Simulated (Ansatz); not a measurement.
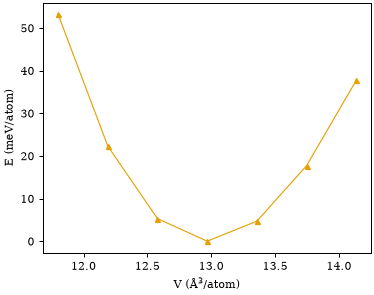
Figure: ScSiO in space group P4/nmm (No. 129; Sc on 2c, Si on 2a, O on 2c) under volume change, plane-wave PAW PBEsol (Ansatz code), shape and atoms relaxed at each volume.

What does a third-order Birch–Murnaghan fit give for V₀, B₀ and B′?

V₀ = 12.97 Å³/atom, B₀ = 135 GPa, B′ = 4.7.

The start of the workflow was typed in or built on a structure type; neither database checked (COD, Materials Project) lists it. Whether it is the stable phase at ambient conditions was not checked. Symmetry was held in the PBEsol relaxation; phonons show weakly imaginary modes. The run is not spin-polarised.

Potentials: the earlier of the program's two PAW sets. The files were generated under PBE; for other functionals the program regenerates the frozen cores, and for LDA and PBEsol the local potential too.
